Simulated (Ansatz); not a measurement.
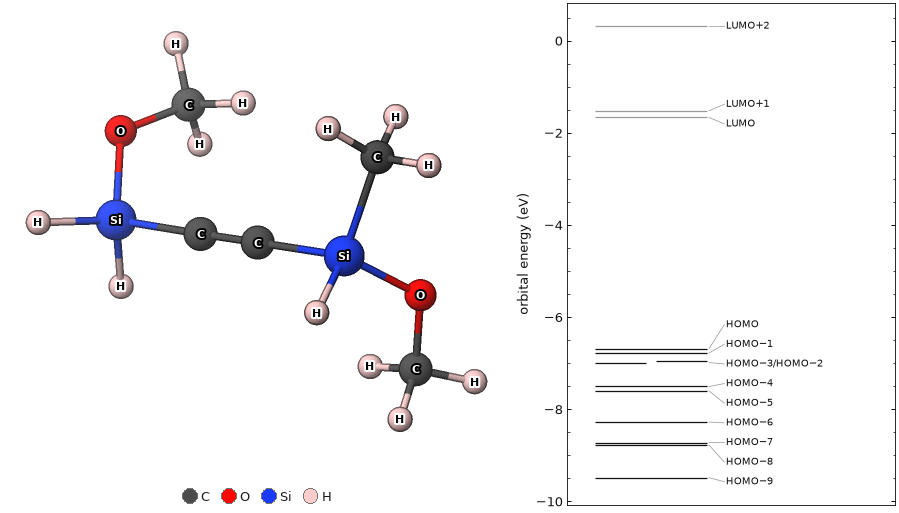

C₅H₁₂O₂Si₂, SMILES CO[SiH2]C#C[Si@H](C)OC. Kohn-Sham orbital energies near the frontier, PBE/def2-TZVPP with the Ansatz code, at a PBE0-D4/def2-TZVP geometry (no frequency check), isolated molecule; empty levels in grey, levels within 0.03 eV side by side.

Question: Where do the frontier orbitals lie?

Answer: HOMO at −6.68 eV, LUMO at −1.66 eV, 5.02 eV apart.

Question: How far below the HOMO does the next level lie?

Answer: 0.09 eV.

Question: List the levels.

Answer:
```csv
orbital,energy (eV)
LUMO+2,0.32
LUMO+1,−1.52
LUMO,−1.66
HOMO,−6.68
HOMO−1,−6.78
HOMO−2,−6.96
HOMO−3,−6.99
HOMO−4,−7.50
HOMO−5,−7.60
HOMO−6,−8.28
HOMO−7,−8.72
HOMO−8,−8.78
HOMO−9,−9.48
```

Note: one conformer of a flexible molecule; empty levels above zero depend strongly on the basis.
